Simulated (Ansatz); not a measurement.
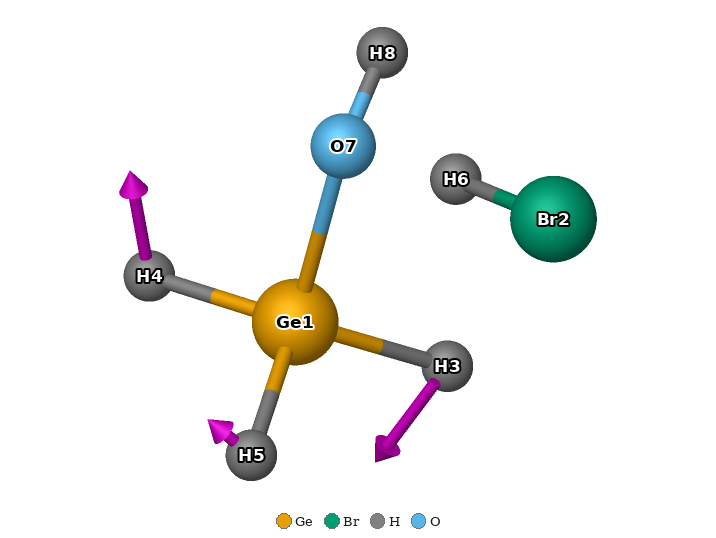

The arrows show one normal mode. Harmonic vibrations computed with RKS PBE0-D4/def2-TZVP (Ansatz 0.2.0) at a stationary point of the same level.

Q: What kind of motion is it?

A: Mostly H–Ge–O bending.

Q: At what wavenumber does it lie?

A: 631 cm⁻¹; it is mode 7 of 18 counted from the lowest.
